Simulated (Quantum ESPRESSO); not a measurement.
# Carrying a functional's shift from two faces of Pt to a third

Method. Quantum ESPRESSO 7.5 (pw.x, pp.x), PseudoDojo norm-conserving files, cold smearing of 0.02 Ry; slabs at the tabulated lattice constant, relaxed under PBE by pw.x; both functionals on the same atoms. Work functions in eV.

```
 face  area an atom (Å²)    PBE       LDA
(111)               6.65  5.732     6.122
(100)               7.68  5.702     6.087
(110)              10.87  5.270  withheld
```

**Question.** What does LDA give for (110)?

**Fit.** The shifts from PBE are 6.122 − 5.732 = +0.390 eV and 6.087 − 5.702 = +0.385 eV, +0.387 eV in the mean. A rigid shift gives 5.270 + (+0.387) = 5.657 eV.

**The withheld run.** 5.653 eV; the estimate misses by +0.004 eV. The shift is rigid within 0.03 eV, so differences between faces carry over. The measured value for this face is 5.53 eV (“Anisotropic work function of elemental crystals” (2019, arxiv:1902.07811)), on a surface that reconstructs.

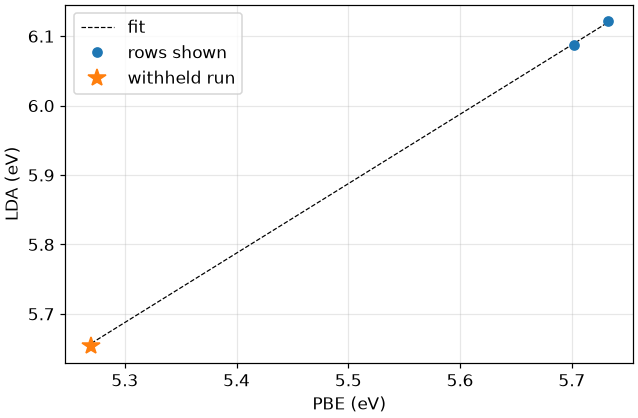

The rows shown, the fit and the withheld run.

**Limits.** Thin, unreconstructed slabs; thickness and mesh leave some 0.05 to 0.1 eV open, which largely cancels in the shift.

[Logs are printed without paths, hosts, clocks, repeated set-up lines and the standing remarks that a program may print on its own settings, such as how far it seeks lower states.]
